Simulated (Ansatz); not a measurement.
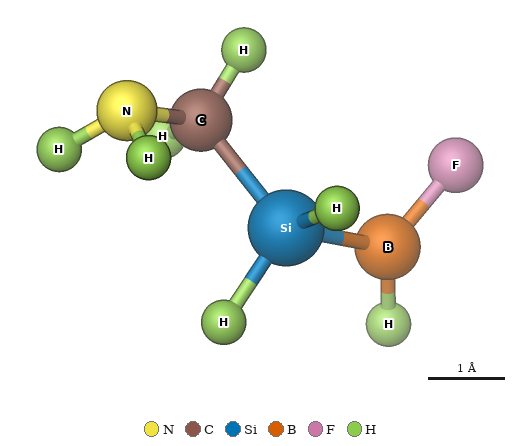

The starting structure (ball-and-stick view, seen at a tilt).

Run report: CH₇BFNSi, geometry relaxation

- system: CH₇BFNSi
- method: RKS PBE0/def2-SVP (Ansatz 0.2.0)

It belongs to a series of runs on one base structure; here: end point B relaxed.

**What the program printed**
```
The last accepted step is kept in [file] (removed where the run ends without a failure and the disk answers)
Engine: ansatz 0.2.0, aarch64-unknown-linux-gnu
Functional definition: PBE0
  parameter a = 0.25
  parameter kappa = 0.804
  parameter beta = 0.06672455060314922
  exchange = (1 - a)*pbe_x(kappa = kappa, mu = beta*pi^2/3) + a*exact_x
  correlation = pbe_c(beta = beta)
1187 factors; integrals over basis functions are off by at most 4.1e-4 eV
mean field evaluation 1: about -13889.0941 eV, gradient 5.0e1 eV
mean field evaluation 2: about -13876.1709 eV, gradient 8.5e1 eV
mean field evaluation 4: about -13894.4141 eV, gradient 3.7e0 eV
mean field evaluation 8: about -13894.4739 eV, gradient 5.4e-1 eV
mean field evaluation 16: about -13894.4745 eV, gradient 2.1e-5 eV
mean field -13894.47447585 eV, -510.6125189744 hartree, gradient 2.1e-5 eV, S^2 0.000000; 0 other end points of the search recorded, 0 dependent functions left out
the calculation of the forces begins
reference -13894.47450430 eV, -510.6125200201 hartree; 24, 24 occupied and 85, 85 virtual orbitals, 1187 factors
relax step   1: F+E_penalty+E_count = -13894.47447585 eV  Δ(F+E_penalty+E_count) = +0.000e0 eV  max|allowed force component| = 4.618e0 eV/Å  Δτ_max = 0.0000 Å  (28 SCF iters, accepted)
these checks for a lower state are left out or cut short: starts, cluster_reference, orbital_swaps, neighbouring_geometries, increment
1187 factors; integrals over basis functions are off by at most 4.4e-4 eV
mean field -13895.07232238 eV, -510.6344894290 hartree, gradient 2.5e-5 eV, S^2 0.000000; 0 other end points of the search recorded, 0 dependent functions left out
[... from here on the field's lines of each further geometry are left out, up to the last ...]
relax step   2: F+E_penalty+E_count = -13895.07232238 eV  Δ(F+E_penalty+E_count) = -5.978e-1 eV  max|allowed force component| = 3.062e0 eV/Å  Δτ_max = 0.1932 Å  (29 SCF iters, accepted)
relax step   3: F+E_penalty+E_count = -13895.27600968 eV  Δ(F+E_penalty+E_count) = -2.037e-1 eV  max|allowed force component| = 6.124e-1 eV/Å  Δτ_max = 0.2000 Å  (28 SCF iters, accepted)
relax step   4: F+E_penalty+E_count = -13895.30100477 eV  Δ(F+E_penalty+E_count) = -2.500e-2 eV  max|allowed force component| = 5.082e-1 eV/Å  Δτ_max = 0.2000 Å  (28 SCF iters, accepted)
relax step   5: F+E_penalty+E_count = -13895.34347326 eV  Δ(F+E_penalty+E_count) = -4.247e-2 eV  max|allowed force component| = 3.144e-1 eV/Å  Δτ_max = 0.2000 Å  (29 SCF iters, accepted)
relax step   6: F+E_penalty+E_count = -13895.35177876 eV  Δ(F+E_penalty+E_count) = -8.306e-3 eV  max|allowed force component| = 2.006e-1 eV/Å  Δτ_max = 0.1326 Å  (29 SCF iters, accepted)
relax step   7: F+E_penalty+E_count = -13895.35703387 eV  Δ(F+E_penalty+E_count) = -5.255e-3 eV  max|allowed force component| = 9.366e-2 eV/Å  Δτ_max = 0.0366 Å  (30 SCF iters, accepted)
relax step   8: F+E_penalty+E_count = -13895.35785147 eV  Δ(F+E_penalty+E_count) = -8.176e-4 eV  max|allowed force component| = 5.278e-2 eV/Å  Δτ_max = 0.0098 Å  (25 SCF iters, accepted)
relax step   9: F+E_penalty+E_count = -13895.35785192 eV  Δ(F+E_penalty+E_count) = -4.535e-7 eV  max|allowed force component| = 5.275e-2 eV/Å  Δτ_max = 0.0002 Å  (17 SCF iters, accepted)
relax step  10: F+E_penalty+E_count = -13895.35736884 eV  Δ(F+E_penalty+E_count) = +4.831e-4 eV  max|allowed force component| = 1.615e-1 eV/Å  Δτ_max = 0.0115 Å  (30 SCF iters, rejected (line search))
relax step  11: F+E_penalty+E_count = -13895.35798132 eV  Δ(F+E_penalty+E_count) = -1.294e-4 eV  max|allowed force component| = 2.178e-2 eV/Å  Δτ_max = 0.0057 Å  (24 SCF iters, accepted)
relax step  12: F+E_penalty+E_count = -13895.35799452 eV  Δ(F+E_penalty+E_count) = -1.320e-5 eV  max|allowed force component| = 2.153e-2 eV/Å  Δτ_max = 0.0026 Å  (24 SCF iters, accepted)
the calculation of the forces begins
reference -13895.35804201 eV, -510.6449894319 hartree; 24, 24 occupied and 85, 85 virtual orbitals, 1187 factors
relax step  13: F+E_penalty+E_count = -13895.35801257 eV  Δ(F+E_penalty+E_count) = -1.805e-5 eV  max|allowed force component| = 9.271e-3 eV/Å  Δτ_max = 0.0023 Å  (24 SCF iters, accepted)
1187 factors; integrals over basis functions are off by at most 4.8e-4 eV
mean field evaluation 96: about -13895.3258 eV, gradient 1.8e-1 eV
```

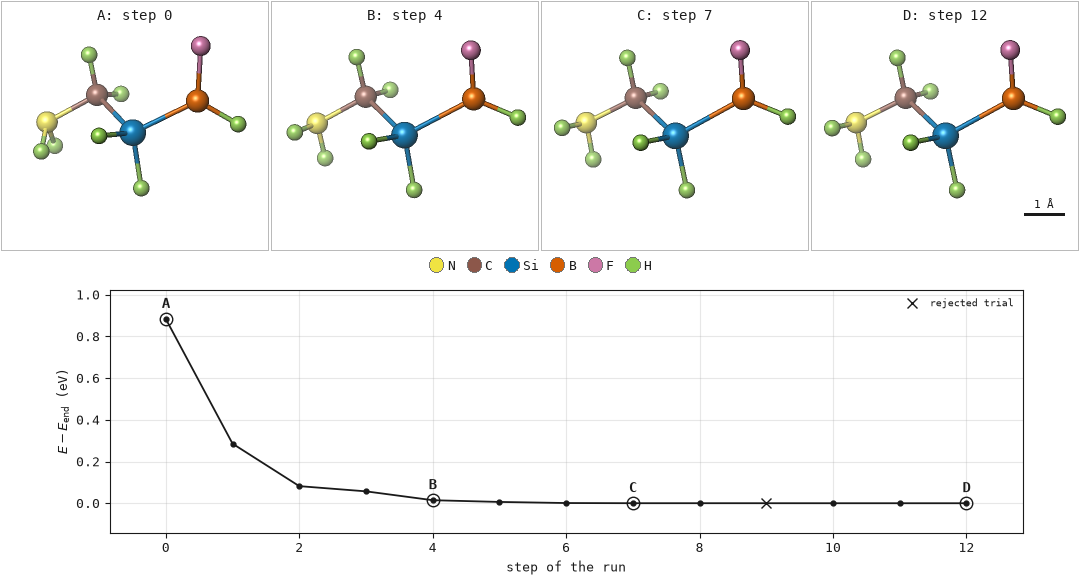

Frames of the relaxation (ball-and-stick view, seen at a tilt) above the curves, on which the letters mark them (the first geometry is step 0 here and step 1 in the log).

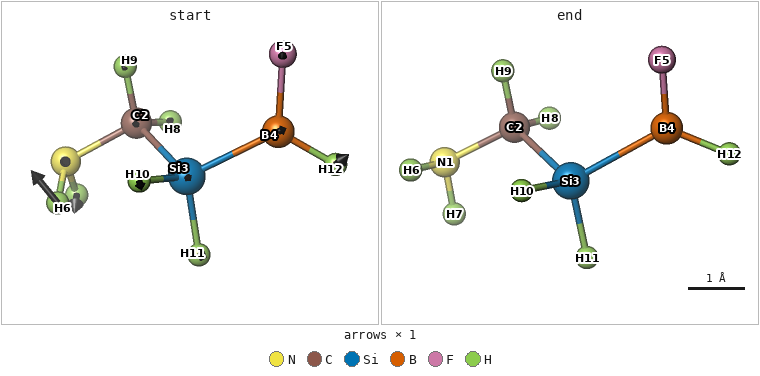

Before (left) and after (right) the relaxation, at one scale (ball-and-stick view, seen at a tilt). The black arrows give the displacements, at true length. The atom that moves furthest after the best rigid fit is H6 (0.77 Å). Largest moves by element: H 0.77 Å, N 0.19 Å, B 0.17 Å, F 0.14 Å, Si 0.12 Å, C 0.10 Å. Among the contacts that change: Si3–B4 1.887 → 2.041 Å, B4–F5 1.460 → 1.325 Å, N1–H7 1.093 → 1.018 Å, C2–Si3 1.854 → 1.916 Å. Among the angles that change: N1–C2–Si3 108.1° → 115.3°, Si3–B4–H12 119.3° → 125.5°, C2–N1–H7 104.8° → 110.7°. After 12 geometry steps the energy has fallen by 0.884 eV. Largest force component: 4.6 eV/Å at the start, 0.0093 eV/Å at the end. The line search rejected the trial step at point 9 (counted from 0) and went back. (Atoms are counted from 1 in the order of the input.)

```
mean field -13895.35801257 eV, -510.6449883500 hartree, gradient 6.9e-6 eV, S^2 0.000000; 1 other end points of the search recorded, 0 dependent functions left out
the calculation of the forces begins
reference -13895.35804201 eV, -510.6449894319 hartree; 24, 24 occupied and 85, 85 virtual orbitals, 1187 factors
Total energy: -13895.35804201 eV, -510.6449894319 hartree
Atom 0 at    -0.022665     1.508096     1.597039 Å, force    -0.007722     0.000091    -0.004304 eV/Å
Atom 1 at    -0.498443     0.746649     0.450595 Å, force     0.000093     0.001871     0.000808 eV/Å
Atom 2 at     0.507024    -0.832305     0.040090 Å, force    -0.001440    -0.002720    -0.000973 eV/Å
Atom 3 at    -0.172508    -1.836263    -1.602102 Å, force     0.001364     0.001771     0.003241 eV/Å
Atom 4 at    -0.238354    -1.190054    -2.757233 Å, force    -0.001397    -0.001052    -0.001552 eV/Å
Atom 5 at     0.945084     1.794115     1.461250 Å, force     0.009271     0.003033    -0.000879 eV/Å
Atom 6 at    -0.031278     0.934122     2.438148 Å, force    -0.000459    -0.002629     0.005390 eV/Å
Atom 7 at    -1.555274     0.474210     0.613584 Å, force    -0.000254    -0.000367     0.000545 eV/Å
Atom 8 at    -0.507144     1.397719    -0.440469 Å, force    -0.000915     0.000295    -0.001025 eV/Å
Atom 9 at     1.929721    -0.410957    -0.200624 Å, force     0.000368    -0.000479     0.000136 eV/Å
Atom 10 at     0.515815    -1.721379     1.248409 Å, force    -0.000335    -0.000219     0.000456 eV/Å
Atom 11 at    -0.550368    -2.991414    -1.617799 Å, force     0.001427     0.000406    -0.001842 eV/Å
Dipole moment:     0.068258    -0.100692     0.115632 e Å
```

**Trajectory as extended XYZ (Å, eV, eV/Å), 13 frames, from step=1 to step=13**
```
12
Properties=species:S:1:pos:R:3:forces:R:3 step=1 energy=-13894.47448
N     0.1116    1.4682    1.4717   -0.9109  -1.2090   2.7138
C    -0.5004    0.7482    0.3501    1.3177   0.6302   0.2237
Si    0.5438   -0.7383   -0.0184    1.2544   0.4570   1.0087
B    -0.1130   -1.7408   -1.4760   -1.6798   0.3478  -4.6183
F    -0.3633   -1.1348   -2.7802    0.7264  -1.7141   3.4201
H     1.0499    1.0636    1.6623   -0.5391   0.6143  -0.1196
H    -0.4468    1.1398    2.3517    1.4048   1.0121  -1.8281
H    -1.4761    0.4130    0.6118   -1.3675  -0.2144   0.1221
H    -0.5574    1.4028   -0.5175   -0.2213   0.1768  -0.4894
H     1.9313   -0.2924   -0.3467    0.1635   0.1746   0.1085
H     0.6359   -1.5902    1.2138   -0.0404   0.0307  -0.0028
H    -0.4939   -2.8666   -1.2917   -0.1078  -0.3060  -0.5387
12
Properties=species:S:1:pos:R:3:forces:R:3 step=2 energy=-13895.07232
N     0.0800    1.4979    1.5428   -0.0916  -0.7260   0.7890
C    -0.4733    0.7618    0.3878    0.4276   0.4548   0.4762
Si    0.5568   -0.7477   -0.0457    0.3583   0.1845   0.7676
B    -0.2179   -1.7981   -1.5125    0.0633   0.0863  -3.0621
F    -0.3010   -1.2363   -2.7871   -0.0306  -0.8950   2.1959
H     1.0566    1.2076    1.7160   -0.4418   0.3649  -0.2154
H    -0.4069    1.1750    2.4030    0.3459   0.3428  -0.7135
H    -1.4880    0.4267    0.6119   -0.3811   0.0116   0.0125
H    -0.5435    1.4193   -0.4901   -0.0616   0.1163  -0.1352
H     1.9499   -0.2693   -0.3379   -0.0202  -0.0596  -0.0925
H     0.6389   -1.5919    1.1920    0.0366  -0.0367  -0.0049
H    -0.5302   -2.9724   -1.4492   -0.2046   0.1562  -0.0176
12
Properties=species:S:1:pos:R:3:forces:R:3 step=3 energy=-13895.27601
N     0.0197    1.5194    1.5737    0.1220  -0.3564   0.1530
C    -0.4595    0.7598    0.4148    0.1292   0.2008   0.1578
Si    0.5689   -0.7908   -0.0135    0.0032   0.0936   0.0316
B    -0.2078   -1.8261   -1.5633    0.1334   0.2964  -0.6124
F    -0.3292   -1.2044   -2.7468   -0.0637  -0.5013   0.5936
H     1.0356    1.4045    1.6876   -0.4312   0.1580  -0.0255
H    -0.4061    1.1327    2.4188    0.2253   0.0936  -0.0838
H    -1.5084    0.4617    0.5801    0.0098   0.0422   0.0073
H    -0.4851    1.4221   -0.4679    0.0123  -0.0709  -0.1259
H     1.9598   -0.3388   -0.3599   -0.0094   0.0165   0.0301
H     0.6842   -1.6795    1.1832   -0.0082  -0.0012   0.1115
H    -0.5507   -2.9880   -1.4761   -0.1228   0.0286  -0.2373
12
Properties=species:S:1:pos:R:3:forces:R:3 step=4 energy=-13895.30100
N    -0.0153    1.4955    1.5966    0.2251   0.0618  -0.1536
C    -0.4463    0.7512    0.4168   -0.3293  -0.0745   0.1540
Si    0.5492   -0.8151    0.0021    0.3541  -0.0670   0.3835
B    -0.1757   -1.8424   -1.5947   -0.5082  -0.3934  -0.0560
F    -0.3719   -1.1951   -2.7353    0.1368   0.0199   0.0321
H     1.0015    1.5934    1.6316   -0.1571   0.0267  -0.0807
H    -0.2779    1.0241    2.4634   -0.0092  -0.0577  -0.2507
H    -1.5037    0.4731    0.5622   -0.0245   0.0310  -0.0642
H    -0.4400    1.3611   -0.5069    0.0250   0.2612   0.2497
H     1.9426   -0.3321   -0.2868    0.0453  -0.0686  -0.0359
H     0.6390   -1.6331    1.2663   -0.0201  -0.0725  -0.2058
H    -0.5800   -3.0082   -1.5845    0.2621   0.3331   0.0277
12
Properties=species:S:1:pos:R:3:forces:R:3 step=5 energy=-13895.34347
N    -0.0015    1.4731    1.5853   -0.0950   0.1823   0.3144
C    -0.5099    0.7592    0.4294    0.2610  -0.0870  -0.0975
Si    0.5187   -0.8016    0.0323   -0.0575  -0.2092  -0.1851
B    -0.1812   -1.8420   -1.5911    0.1086  -0.0242   0.1327
F    -0.2549   -1.2057   -2.7508   -0.0300  -0.0346  -0.0272
H     0.9940    1.6737    1.4931   -0.0853  -0.0316   0.0004
H    -0.1131    0.9149    2.4327    0.0803   0.0761  -0.1132
H    -1.5665    0.4969    0.5874   -0.0706  -0.0007   0.0406
H    -0.5010    1.4216   -0.4528   -0.0235   0.0220  -0.0112
H     1.9349   -0.3547   -0.2100   -0.0517   0.0208  -0.0407
H     0.5692   -1.6636    1.2576   -0.0483  -0.0226   0.0151
H    -0.5670   -2.9994   -1.5823    0.0122   0.1087  -0.0283
12
Properties=species:S:1:pos:R:3:forces:R:3 step=6 energy=-13895.35178
N    -0.0250    1.5010    1.5976    0.0783  -0.0058  -0.0712
C    -0.4946    0.7500    0.4441   -0.2006  -0.0218  -0.0485
Si    0.4974   -0.8354    0.0496    0.1274   0.0484  -0.0166
B    -0.1645   -1.8348   -1.5975   -0.1396  -0.0501  -0.0307
F    -0.2352   -1.1834   -2.7501    0.0410  -0.0090   0.0335
H     0.9400    1.7838    1.4426    0.0784   0.0693   0.0865
H    -0.0099    0.8981    2.4179    0.0064   0.0311   0.0722
H    -1.5493    0.4803    0.6071   -0.1176  -0.0220  -0.0154
H    -0.5060    1.4032   -0.4470    0.0390  -0.0309   0.0438
H     1.9125   -0.3937   -0.1880    0.0629  -0.0375  -0.0043
H     0.5134   -1.7100    1.2707   -0.0246   0.0102  -0.0430
H    -0.5573   -2.9865   -1.6161    0.0489   0.0181  -0.0063
12
Properties=species:S:1:pos:R:3:forces:R:3 step=7 energy=-13895.35703
N    -0.0236    1.5022    1.5947   -0.0041   0.0327   0.0522
C    -0.5011    0.7427    0.4474    0.0937   0.0677  -0.0067
Si    0.5121   -0.8310    0.0399   -0.0571  -0.0488   0.0243
B    -0.1741   -1.8339   -1.5983    0.0267  -0.0088  -0.0040
F    -0.2396   -1.1856   -2.7521   -0.0106   0.0003  -0.0194
H     0.9409    1.8016    1.4608   -0.0201  -0.0157  -0.0417
H    -0.0221    0.9271    2.4351   -0.0213  -0.0127  -0.0030
H    -1.5596    0.4758    0.6074    0.0097  -0.0255   0.0015
H    -0.5039    1.3964   -0.4420   -0.0130  -0.0030   0.0000
H     1.9376   -0.4181   -0.1986   -0.0137   0.0183   0.0061
H     0.5090   -1.7166    1.2513    0.0180  -0.0019  -0.0062
H    -0.5541   -2.9880   -1.6148   -0.0083  -0.0026  -0.0031
12
Properties=species:S:1:pos:R:3:forces:R:3 step=8 energy=-13895.35785
N    -0.0243    1.5066    1.5973    0.0528  -0.0029   0.0163
C    -0.4972    0.7457    0.4489   -0.0103   0.0215   0.0000
Si    0.5074   -0.8337    0.0411   -0.0108  -0.0027   0.0093
B    -0.1755   -1.8356   -1.6006    0.0217  -0.0241   0.0235
F    -0.2352   -1.1892   -2.7552   -0.0092   0.0127  -0.0265
H     0.9427    1.7995    1.4606   -0.0447  -0.0157   0.0036
H    -0.0261    0.9281    2.4364   -0.0044   0.0203  -0.0245
H    -1.5551    0.4758    0.6093   -0.0007  -0.0085  -0.0014
H    -0.5033    1.3971   -0.4423    0.0027  -0.0043   0.0110
H     1.9298   -0.4123   -0.1993    0.0066  -0.0028  -0.0032
H     0.5149   -1.7195    1.2522    0.0001  -0.0008  -0.0076
H    -0.5564   -2.9900   -1.6175   -0.0038   0.0073  -0.0005
12
Properties=species:S:1:pos:R:3:forces:R:3 step=9 energy=-13895.35785
N    -0.0244    1.5066    1.5973    0.0528  -0.0029   0.0163
C    -0.4973    0.7457    0.4490   -0.0103   0.0215  -0.0002
Si    0.5075   -0.8336    0.0411   -0.0108  -0.0027   0.0094
B    -0.1755   -1.8356   -1.6007    0.0216  -0.0243   0.0234
F    -0.2351   -1.1893   -2.7553   -0.0092   0.0129  -0.0264
H     0.9426    1.7995    1.4606   -0.0447  -0.0156   0.0036
H    -0.0260    0.9281    2.4365   -0.0044   0.0203  -0.0245
H    -1.5551    0.4757    0.6094   -0.0006  -0.0085  -0.0014
H    -0.5036    1.3972   -0.4422    0.0027  -0.0043   0.0110
H     1.9297   -0.4121   -0.1994    0.0066  -0.0028  -0.0032
H     0.5151   -1.7195    1.2521    0.0001  -0.0008  -0.0076
H    -0.5563   -2.9900   -1.6175   -0.0038   0.0074  -0.0004
12
Properties=species:S:1:pos:R:3:forces:R:3 step=10 energy=-13895.35737 accepted=F
N    -0.0242    1.5063    1.5992   -0.1482   0.0037  -0.0703
C    -0.4987    0.7470    0.4508   -0.0196  -0.0003  -0.0030
Si    0.5089   -0.8299    0.0387    0.0202  -0.0187  -0.0170
B    -0.1688   -1.8378   -1.6032   -0.0417  -0.0001   0.0443
F    -0.2414   -1.1921   -2.7574    0.0114   0.0096  -0.0284
H     0.9408    1.7900    1.4660    0.1615   0.0557  -0.0245
H    -0.0350    0.9321    2.4373   -0.0078  -0.0591   0.0929
H    -1.5554    0.4729    0.6125    0.0029   0.0027   0.0017
H    -0.5080    1.3994   -0.4395    0.0025  -0.0026   0.0056
H     1.9297   -0.4040   -0.2043    0.0048   0.0016   0.0003
H     0.5252   -1.7196    1.2465   -0.0070   0.0030   0.0010
H    -0.5515   -2.9919   -1.6158    0.0210   0.0045  -0.0025
12
Properties=species:S:1:pos:R:3:forces:R:3 step=11 energy=-13895.35798
N    -0.0245    1.5067    1.5982    0.0063  -0.0014   0.0027
C    -0.4988    0.7460    0.4505   -0.0041   0.0088  -0.0013
Si    0.5083   -0.8315    0.0395    0.0006  -0.0094  -0.0027
B    -0.1716   -1.8364   -1.6022   -0.0080  -0.0066   0.0218
F    -0.2381   -1.1909   -2.7572    0.0011   0.0075  -0.0181
H     0.9426    1.7961    1.4625   -0.0042  -0.0020  -0.0017
H    -0.0304    0.9307    2.4382   -0.0024   0.0034  -0.0032
H    -1.5558    0.4732    0.6123    0.0017  -0.0022   0.0011
H    -0.5073    1.3980   -0.4401    0.0005  -0.0020   0.0040
H     1.9301   -0.4082   -0.2023    0.0031   0.0004   0.0004
H     0.5192   -1.7202    1.2482   -0.0009   0.0010  -0.0017
H    -0.5522   -2.9909   -1.6168    0.0063   0.0024  -0.0012
12
Properties=species:S:1:pos:R:3:forces:R:3 step=12 energy=-13895.35800
N    -0.0231    1.5074    1.5976   -0.0198   0.0021  -0.0074
C    -0.4990    0.7466    0.4508    0.0001   0.0022   0.0015
Si    0.5073   -0.8316    0.0397   -0.0030  -0.0052  -0.0035
B    -0.1727   -1.8362   -1.6021    0.0079  -0.0036   0.0075
F    -0.2368   -1.1912   -2.7578   -0.0037   0.0025  -0.0063
H     0.9441    1.7940    1.4619    0.0215   0.0071  -0.0040
H    -0.0311    0.9329    2.4382   -0.0017  -0.0072   0.0123
H    -1.5557    0.4738    0.6137    0.0001  -0.0002   0.0010
H    -0.5079    1.3982   -0.4399   -0.0006  -0.0006  -0.0002
H     1.9294   -0.4090   -0.2019    0.0008  -0.0007  -0.0005
H     0.5179   -1.7210    1.2478   -0.0013   0.0010   0.0006
H    -0.5508   -2.9914   -1.6172   -0.0003   0.0026  -0.0009
12
Properties=species:S:1:pos:R:3:forces:R:3 step=13 energy=-13895.35801
N    -0.0227    1.5081    1.5970   -0.0077   0.0001  -0.0043
C    -0.4984    0.7466    0.4506    0.0001   0.0019   0.0008
Si    0.5070   -0.8323    0.0401   -0.0014  -0.0027  -0.0010
B    -0.1725   -1.8363   -1.6021    0.0014   0.0018   0.0032
F    -0.2384   -1.1901   -2.7572   -0.0014  -0.0011  -0.0016
H     0.9451    1.7941    1.4612    0.0093   0.0030  -0.0009
H    -0.0313    0.9341    2.4381   -0.0005  -0.0026   0.0054
H    -1.5553    0.4742    0.6136   -0.0003  -0.0004   0.0005
H    -0.5071    1.3977   -0.4405   -0.0009   0.0003  -0.0010
H     1.9297   -0.4110   -0.2006    0.0004  -0.0005   0.0001
H     0.5158   -1.7214    1.2484   -0.0003  -0.0002   0.0005
H    -0.5504   -2.9914   -1.6178    0.0014   0.0004  -0.0018
```

The run was set up as follows.

**The input**
```yaml
crystal:
  periodic: [false, false, false]
  atoms:
    - { symbol: "N", position_ang: [0.1116, 1.4682, 1.4717] }
    - { symbol: C, position_ang: [-0.5004, 0.7482, 0.3501] }
    - { symbol: Si, position_ang: [0.5438, -0.7383, -0.0184] }
    - { symbol: B, position_ang: [-0.113, -1.7408, -1.476] }
    - { symbol: F, position_ang: [-0.3633, -1.1348, -2.7802] }
    - { symbol: H, position_ang: [1.04992, 1.06363, 1.66227] }
    - { symbol: H, position_ang: [-0.44681, 1.13981, 2.35172] }
    - { symbol: H, position_ang: [-1.4761, 0.413, 0.6118] }
    - { symbol: H, position_ang: [-0.5574, 1.4028, -0.5175] }
    - { symbol: H, position_ang: [1.9313, -0.2924, -0.3467] }
    - { symbol: H, position_ang: [0.6359, -1.5902, 1.2138] }
    - { symbol: H, position_ang: [-0.4939, -2.8666, -1.2917] }
basis:
  gaussian: { orbitals: def2-SVP }
hamiltonian:
  xc: pbe0
relax:
  f_tol: 0.015
  max_steps: 40
```

Command:
```bash
ansatz run input.yaml --threads 2 --pin off --max-ram 3072MiB --backend cpu --events-out ev --progress --plain --runs-dir out
```

**Results in brief**

```json
{"quantity": "outcome", "value": "converged"}
{"quantity": "total energy", "value": "−13895.3580 eV"}
{"quantity": "mean-field energy", "value": "−13895.3580 eV"}
{"quantity": "largest force (length of the vector) at the end", "value": "0.010 eV/Å"}
{"quantity": "hardware", "value": "2 threads of Arm Neoverse V2, 24 GiB of memory available, shared host"}
{"quantity": "wall time", "value": "36 s (CPU time 70 s)"}
{"quantity": "peak memory", "value": "0.24 GiB"}
```
